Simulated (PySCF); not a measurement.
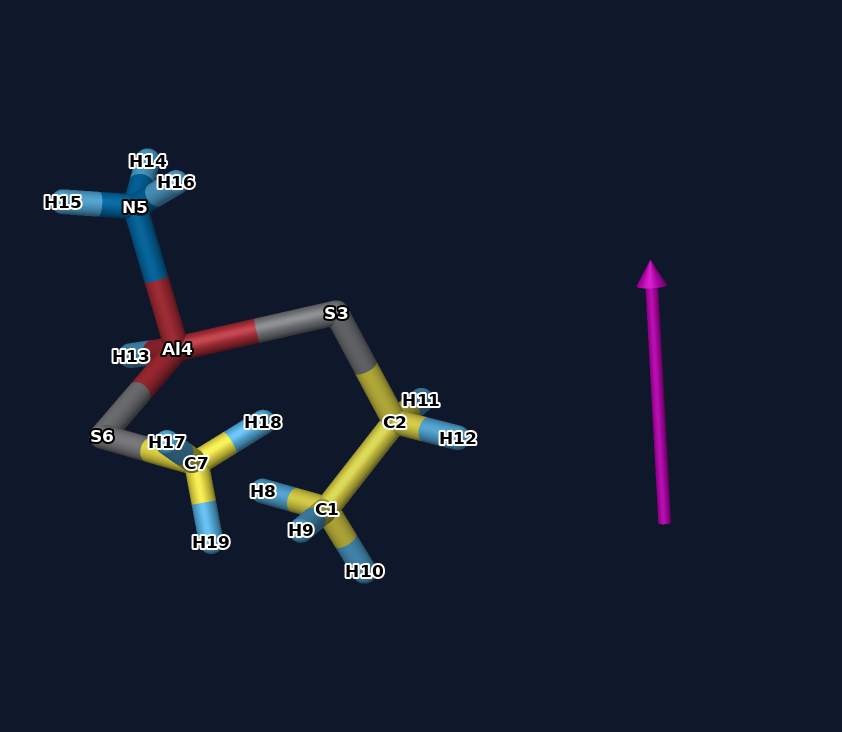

The arrow beside the molecule shows the direction of the dipole moment, from the negative to the positive end (its length means nothing). Computed geometry: GFN2-xTB optimisation. No frequency run is at hand to confirm it as a minimum. Properties computed with PBE0/pcSseg-1, gas phase (PySCF 2.14.0).

Question: Estimate the dipole moment.

Answer: 3.50 D; it points from the side of H10 to the side of H14, H16 (the outermost atoms at the two ends).

The geometry is semi-empirical. Around Al such bond lengths and angles can be off by a tenth of an ångström or more and by several degrees, and values that hang on the shape move with them.
